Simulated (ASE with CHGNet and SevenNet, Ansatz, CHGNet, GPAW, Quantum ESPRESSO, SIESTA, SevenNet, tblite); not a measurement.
**Running amorphous Si0.9Ge0.1 (71 atoms) with machine-learned potentials**

Wanted: machine-learned potentials inputs and outputs for amorphous Si0.9Ge0.1 (71 atoms), checked against a plane-wave reference.

Main program and level: ASE with CHGNet and SevenNet; the method is named at each step.

### 1. Set-up

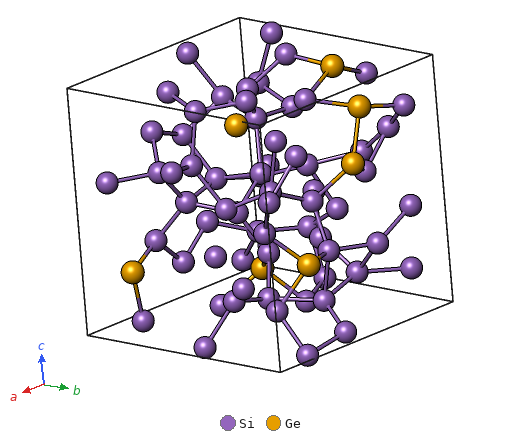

The starting structure, seen slightly off an axis (silicon purple, germanium orange). Bonds to atoms that aren't drawn are left out. Some periodic images of atoms are drawn too.

The cell holds 71 atoms: 64 Si and 7 Ge. Cell: a = 11.462 Å, b = 11.462 Å, c = 11.462 Å, α = 90.0°, β = 90.0°, γ = 90.0°. 71 atoms (64 Si, 7 Ge) placed at random at 2.54 g/cm³, melted at 3500 K for 10 ps at fixed volume with the Tersoff potential (Tersoff, Phys. Rev. B 39, 5566 (1989)). Quenched from 3500 K to 300 K at 100 K/ps and fixed volume, held 5 ps. Then every atom was moved at random, 0.02 Å r.m.s. a Cartesian component.

The yardstick, on the same geometry:

```
method                 : Kohn-Sham DFT, PBE, PAW, plane waves (Ansatz 0.2.0); cutoff 420 eV, Γ point, fermi-dirac smearing of 0.05 eV; PAW set soft_2
r.m.s. force component : 0.5001 eV/Å
longest force          : 2.096 eV/Å
pressure               : -1.412 GPa
SCF cycles             : 9
time                   : 12 s on 4 threads of Arm Neoverse V2, shared host
CPU time               : 46 s
```

### 2. CHGNet r2SCAN potential

Method: machine-learned interatomic potential CHGNet r2SCAN, trained on r2SCAN plane-wave data.

Input file run.py:

```python
import numpy as np
from ase.io import read
import mlip  # loads the published weights by name

atoms = read("structure.xyz")
atoms.calc = mlip.calc("chgnet-r2scan")
energy = atoms.get_potential_energy()
forces = atoms.get_forces()
print(f"energy {energy:.6f} eV")
print("forces (eV/A)")
for i, (a, f) in enumerate(zip(atoms, forces)):
    print(f"{i:4d} {a.symbol:2s} {f[0]:10.5f} {f[1]:10.5f} {f[2]:10.5f}")
stress = -atoms.get_stress(voigt=False) * 160.21766
print("stress (GPa, compression positive)")
for row in stress:
    print(" ".join(f"{x:10.4f}" for x in row))
```

Input file structure.xyz:

```xyz
71
Lattice="11.46160 0.00000 0.00000 0.00000 11.46160 0.00000 0.00000 0.00000 11.46160" Properties=species:S:1:pos:R:3 pbc="T T T"
Si 0.26419 7.62483 10.10707
Si 5.58879 8.71953 5.85183
Si 0.77973 3.85545 2.55869
Si 6.87719 6.43855 10.51304
Si 8.54611 6.25746 5.95396
Si 5.73791 9.08011 1.34869
Si 6.72326 11.14297 0.46844
Si 3.71883 7.12224 5.56403
Si 3.05406 5.48587 0.00115
Si 5.60232 5.83991 3.02838
Si 10.33401 10.57035 7.41600
Si 2.87308 2.75182 2.78333
Si 2.25851 1.10799 1.03200
Si 0.57572 1.52863 4.98568
Si 7.93899 2.76396 10.68634
Si 9.32779 9.56264 1.94377
Si 4.95416 2.43914 5.78180
Si 6.60303 5.09067 5.06121
Si 1.48439 10.78399 4.79141
Si 5.83522 2.93085 0.22385
Si 10.90823 1.43041 7.13038
Si 1.34720 10.74216 9.39977
Si 0.53938 2.35822 11.25770
Si 9.80276 1.87638 0.48070
Si 3.34243 6.92235 3.24845
Si 3.85752 4.10348 8.51562
Si 9.13008 10.99706 0.05834
Si 7.01140 6.94252 1.47717
Si 10.39177 7.12121 4.39678
Si 3.67505 10.66215 3.64685
Si 4.58968 1.35063 3.52490
Si 1.07051 5.94421 3.80491
Si 4.63255 4.85594 6.28313
Si 5.83281 9.69984 3.77121
Si 0.88346 4.67920 0.34786
Si 5.39165 1.07143 7.73681
Si 8.69099 5.02385 10.34432
Si 10.48519 6.11878 0.07164
Si 1.01871 1.75958 8.99472
Si 8.69110 10.88050 9.14361
Si 9.21215 5.02190 7.97911
Si 8.26290 1.59935 3.72353
Si 5.03795 4.85124 10.32037
Si 0.40505 7.07742 6.44222
Si 6.42893 1.42376 2.17598
Si 1.98148 5.20425 5.97952
Si 5.25434 8.48376 10.43567
Si 4.36469 0.79337 11.17873
Si 0.64231 9.03415 7.94220
Si 7.66242 8.18851 6.77507
Si 3.31424 8.93902 1.94423
Si 9.35324 7.04556 2.03111
Si 2.58872 2.93807 5.29090
Si 1.30616 10.35475 1.77105
Si 1.49620 4.14165 8.38061
Si 7.69085 1.36473 8.56629
[... 11 atom lines left out ...]
Ge 3.53499 10.10902 9.86282
Ge 10.48381 2.12555 2.96500
Ge 4.37157 4.22738 1.72944
Ge 8.14691 10.59579 3.90520
```

Run with:

```console
$ OMP_NUM_THREADS=1 python run.py > output.txt
```

The log of the run:

```text
CHGNet vr2scan initialized with 412,525 parameters
CHGNet will run on cpu
energy -636.256653 eV
forces (eV/A)
   0 Si   -0.06128    0.00593    0.06823
   1 Si   -0.46120   -0.06167    0.30994
   2 Si    0.06704    0.73311    0.27638
   3 Si   -0.29763    0.26726    0.40726
   4 Si   -0.23483   -0.20026    0.01956
   5 Si    0.26140   -0.06729    0.03862
   6 Si   -0.47441   -0.10446    0.53047
   7 Si    0.09262    0.46635    0.16344
   8 Si    0.29554    0.17544    0.29664
   9 Si   -0.24946   -0.08952   -0.35188
  10 Si   -0.16742    0.01033   -0.06936
  11 Si   -0.19361   -0.09678   -0.07962
  12 Si   -0.08320   -0.04540    0.22321
  13 Si    0.26749   -0.24396    0.57262
  14 Si    0.32657    0.01334   -0.04661
  15 Si    0.13445   -0.30947    0.32289
  16 Si    0.40097   -0.53150   -0.35198
  17 Si    0.61445   -0.26087   -0.00715
  18 Si    0.54214   -0.48875   -0.10790
  19 Si   -0.16671   -0.36225    0.14068
  20 Si    0.47284   -0.08566   -0.31054
  21 Si   -0.48150    0.14956    0.04164
  22 Si    0.07371   -0.19791   -0.31684
  23 Si   -0.08734   -0.61458   -0.25599
[...]
63 Si   -0.15506    0.39922   -0.13931
  64 Ge    0.50865   -0.03858   -0.37218
  65 Ge    0.04171   -0.34845   -0.12115
  66 Ge    0.09621   -0.05261    0.28745
  67 Ge    0.70782   -0.04996    0.11443
  68 Ge    0.05161    0.04277    0.18088
  69 Ge    0.16351    0.44153   -0.01568
  70 Ge    0.18099   -0.05862   -0.00986
stress (GPa, compression positive)
   -4.1341    -0.1035    -0.2680
   -0.1035    -3.2027    -0.1486
   -0.2680    -0.1486    -2.9703
```

Run time: 3.8 s. Hardware: 1 thread of Arm Neoverse V2, shared host; peak memory 0.68 GiB.

Banners, paths, timers and routine set-up lines are dropped from the logs unmarked, and long logs keep their key lines alone; longer cuts are marked.

Compared with the plane-wave run:

* r.m.s. force component: 0.3155 eV/Å
* r.m.s. difference of force components: 313.7 meV/Å
* longest difference of force vectors: 992.8 meV/Å
* force difference over r.m.s. force: 62.73 %
* slope of forces against the reference's: 0.5023
* correlation of force components: 0.7962
* pressure: -3.436 GPa
* pressure difference: -2.024 GPa

Length of the force difference by element (eV/Å):

```csv
element,atoms,mean,most
Ge,7,0.44,0.69
Si,64,0.52,0.99
```

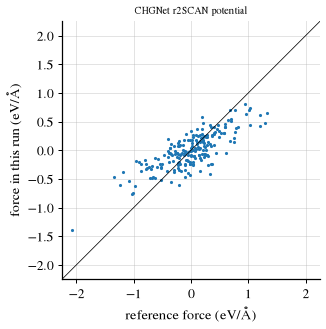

Force components against those of the reference; the line marks equality.

Local excerpt of 9 atoms (numbers count through the whole input) about Si46, which has 6 bonded neighbours where the commonest count for Si is 4; x, y, z are measured from there.

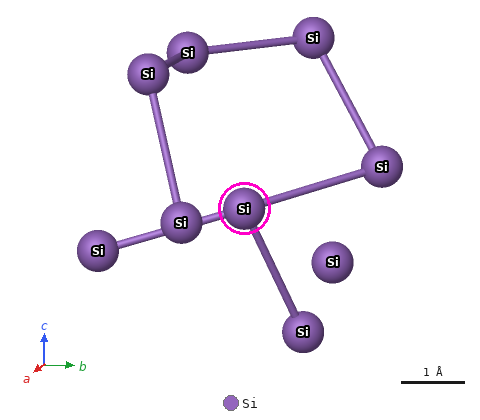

The atoms of the table, within 3.3 Å (arrows a, b, c point along x, y, z); some may hide others; the central atom is ringed.

```csv
atom,x,y,z,distance (Å),bonds,Fx,Fy,Fz (eV/Å)
Si46,0.00,0.00,0.00,0.00,6,-0.21,-0.19,-0.36
Si53,0.61,-2.27,-0.69,2.45,4,-0.21,-0.09,-0.26
Si32,-0.91,0.74,-2.17,2.47,4,0.24,-0.23,0.18
Si44,-1.58,1.87,0.46,2.49,4,0.17,0.09,-0.14
Si8,1.74,1.92,-0.42,2.62,5,0.09,0.47,0.16
Si55,-0.49,-1.06,2.40,2.67,4,0.26,-0.36,-0.24
Si33,2.65,-0.35,0.30,2.69,5,-0.61,-0.04,0.41
Si61,-2.07,0.61,2.40,3.23,4,0.28,0.29,-0.04
Si26,1.88,-1.10,2.54,3.34,4,0.24,0.64,-0.32
```

Atoms are counted from 1 here, from 0 in the log.

Forces lie 63 % from the reference's, at 0.077 times its CPU time (on 1 against 4 cores).

### 3. SevenNet l3i5 potential

Method: machine-learned interatomic potential SevenNet l3i5, trained on PBE(+U) plane-wave data.

Changes to run.py since step 2:

```diff
@@ -5,3 +5,3 @@
 atoms = read("structure.xyz")
-atoms.calc = mlip.calc("chgnet-r2scan")
+atoms.calc = mlip.calc("7net-l3i5")
 energy = atoms.get_potential_energy()
```

structure.xyz is that of step 2.

The log of the run:

```text
energy -354.989136 eV
forces (eV/A)
   0 Si    0.07997    0.28682   -0.03020
   1 Si   -0.36172   -0.20084    0.34661
   2 Si   -0.24303    0.74148    0.27294
   3 Si   -0.62705   -0.01216    0.56407
   4 Si   -0.03492   -0.71351    0.01395
   5 Si    0.15292   -0.26080    0.06081
   6 Si   -0.65787    0.19290    0.38866
   7 Si   -0.05616    0.57574    0.33816
   8 Si    0.33314    0.11520    0.23694
   9 Si   -0.08189    0.06890   -0.00214
  10 Si   -0.09481   -0.06266   -0.02853
  11 Si   -0.56219   -0.47196    0.20959
  12 Si   -0.11479    0.01265    0.27987
  13 Si    0.30877   -0.10653    0.47872
  14 Si    0.39616   -0.07444   -0.09978
  15 Si    0.25953   -0.31703    0.79863
  16 Si    0.32936   -0.63613   -0.17122
  17 Si    0.81616   -0.10202   -0.00797
  18 Si    0.42415   -0.61157   -0.09397
  19 Si   -0.39235   -0.64232    0.10824
  20 Si    0.45109   -0.11358   -0.29072
  21 Si   -0.73672    0.60497   -0.18285
  22 Si    0.21018   -0.01430   -0.35526
  23 Si   -0.11144   -0.91514    0.15706
[...]
63 Si   -0.39031    0.30430    0.05683
  64 Ge    0.74642   -0.24579   -0.17849
  65 Ge   -0.02367   -0.12245   -0.06519
  66 Ge    0.37078   -0.48431   -0.07010
  67 Ge    0.75631    0.48497    0.24679
  68 Ge    0.34076    0.01008   -0.27347
  69 Ge    0.07506    0.32548   -0.25038
  70 Ge   -0.10340   -0.21111   -0.10866
stress (GPa, compression positive)
   -2.6847    -0.5333    -0.3782
   -0.5333    -1.7567    -0.0894
   -0.3782    -0.0894    -2.0994
```

The job ended after 8.8 s (1 thread; peak memory 1 GiB).

Against the reference:

* r.m.s. force component: 0.394 eV/Å
* r.m.s. difference of force components: 210.2 meV/Å
* longest difference of force vectors: 789.3 meV/Å
* force difference over r.m.s. force: 42.02 %
* slope of forces against the reference's: 0.7221
* correlation of force components: 0.9165
* pressure: -2.18 GPa
* pressure difference: -0.7684 GPa

Against the first run (63 %), the force difference from the reference is 42 %, at 2.4 times the CPU time.

### 4. CHGNet 0.3.0 potential

Method: machine-learned interatomic potential CHGNet 0.3.0, trained on PBE(+U) plane-wave data.

Changes to run.py since step 3:

```diff
@@ -5,3 +5,3 @@
 atoms = read("structure.xyz")
-atoms.calc = mlip.calc("7net-l3i5")
+atoms.calc = mlip.calc("chgnet-0.3.0")
 energy = atoms.get_potential_energy()
```

structure.xyz is that of step 3.

The log of the run:

```text
CHGNet v0.3.0 initialized with 412,525 parameters
CHGNet will run on cpu
energy -356.959290 eV
forces (eV/A)
   0 Si    0.04929   -0.01453   -0.04560
   1 Si   -0.31532   -0.18815    0.27046
   2 Si   -0.01451    0.60130    0.22970
   3 Si   -0.28677    0.10248    0.36994
   4 Si   -0.17652   -0.55479    0.07139
   5 Si    0.23743   -0.07859    0.01695
   6 Si   -0.35548   -0.02431    0.37195
   7 Si    0.02253    0.23682    0.12192
   8 Si    0.25106   -0.01338    0.20719
   9 Si   -0.16831    0.12376   -0.18784
  10 Si   -0.09440   -0.00214   -0.03564
  11 Si   -0.44571   -0.25762    0.06218
  12 Si   -0.05160   -0.01915    0.08220
  13 Si    0.15925   -0.16661    0.37074
  14 Si    0.39500   -0.00088   -0.04480
  15 Si    0.13606   -0.31925    0.35900
  16 Si    0.16341   -0.37164   -0.19097
  17 Si    0.61082   -0.10626   -0.11067
  18 Si    0.30944   -0.26814   -0.04953
  19 Si   -0.18031   -0.35504    0.04151
  20 Si    0.30007   -0.08220   -0.25938
  21 Si   -0.48217    0.43208   -0.03034
  22 Si    0.08673   -0.16639   -0.19203
  23 Si   -0.17939   -0.39565   -0.12679
[...]
63 Si   -0.13906    0.28803   -0.13134
  64 Ge    0.50516   -0.00368   -0.29800
  65 Ge   -0.07273   -0.06983   -0.20167
  66 Ge   -0.00534   -0.16124    0.09835
  67 Ge    0.69251    0.11516    0.27255
  68 Ge    0.15982    0.01838    0.09801
  69 Ge    0.20615    0.33635    0.01100
  70 Ge    0.09279    0.02116   -0.08761
stress (GPa, compression positive)
   -2.1230    -0.1749    -0.2739
   -0.1749    -1.4802    -0.0673
   -0.2739    -0.0673    -1.4769
```

It took 3.1 s on 1 thread; peak memory 0.69 GiB.

Against the reference:

```
r.m.s. force component                  : 0.2702 eV/Å
r.m.s. difference of force components   : 300.7 meV/Å
longest difference of force vectors     : 1196 meV/Å
force difference over r.m.s. force      : 60.12 %
slope of forces against the reference's : 0.4653
correlation of force components         : 0.8611
pressure                                : -1.693 GPa
pressure difference                     : -0.2815 GPa
```

Against the first run (63 %), the force difference from the reference is 60 %, at 0.87 times the CPU time.

### 5. The ladder

Differences are against the plane-wave reference, forces as r.m.s. over components; share is that over the reference's r.m.s. force, slope the least-squares factor from reference forces to these. Total energies of different programs have different zeros and aren't compared.

```csv
run,"Δ force, r.m.s. (meV/Å)",share (%),slope,Δ pressure (GPa),cores,CPU time,memory (GiB)
reference,-,-,-,-,4,46 s,1.5
CHGNet r2SCAN potential,314,62.7,0.502,-2.02,1,3.5 s,0.68
SevenNet l3i5 potential,210,42.0,0.722,-0.768,1,8.5 s,1.0
CHGNet 0.3.0 potential,301,60.1,0.465,-0.281,1,3.1 s,0.69
```

Times of the machine-learned potentials are mostly Python's start and the loading of weights.

CPU time is summed over cores on a shared host, where runs went side by side, so it is rough. Symmetry, cutoffs, thresholds, outputs and thread counts weren't matched or tuned between programs; memory under MPI is the largest rank's times the ranks.

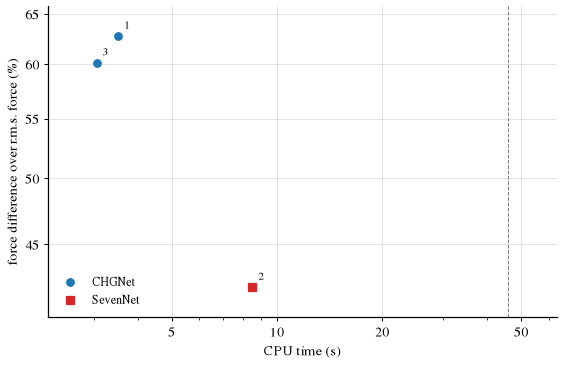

Force difference against CPU time; the dashed line marks the reference's time. Points: 1 CHGNet r2SCAN potential; 2 SevenNet l3i5 potential; 3 CHGNet 0.3.0 potential.

A second geometry, displaced anew (every atom was moved at random, 0.06 Å r.m.s. a Cartesian component), gives an energy difference that all programs can be tested on. The reference puts it at 36.33 meV/atom.

```csv
run,energy less the first geometry's (meV/atom),error (meV/atom),force share at the second geometry (%)
CHGNet r2SCAN potential,25.34,-11.0,48.3
SevenNet l3i5 potential,30.05,-6.28,28.1
CHGNet 0.3.0 potential,25.50,-10.8,40.2
```

### 6. Summary of results

* nearest in forces: SevenNet l3i5 potential, 42 %
* its CPU time: 8.5 s

Machine-learned potentials differ by 42 % (SevenNet l3i5 potential) to 63 % (CHGNet r2SCAN potential); they were trained on other programs' data, some at another functional. Among those trained on PBE data the slope goes as low as 0.47, with a correlation of 0.86, so directions differ as well as sizes. The energy difference between the two geometries, 36.3 meV/atom in the reference, is met best by SevenNet l3i5 potential (-6.28) and worst by CHGNet r2SCAN potential (-11) and CHGNet 0.3.0 potential (-10.8). Machine-learned potentials mimic data converged in k, so the reference's own k-point error enters their differences. The quench rate of 100 K/ps is many orders above laboratory rates, so the cell is likely richer in defects and strain than a real sample. The network of bonds at the start is that of the classical potential that made the cell, and needn't be the one that DFT or experiment would give. The electronic-structure runs sample only Γ, in a cell whose shortest periodic width is 11 Å, which is coarse for a cell with partly filled levels.

[Also dropped from logs without a mark: logging warnings of Python, and SIESTA's first energy breakdown and zero terms.]

[Logs are printed without paths, hosts, clocks, repeated set-up lines and the standing remarks that a program may print on its own settings, such as how far it seeks lower states.]

[Hosts, paths, dates, database ids (printed as entryN), source tags and the programs' standing remarks are cut or masked in the printed files.]
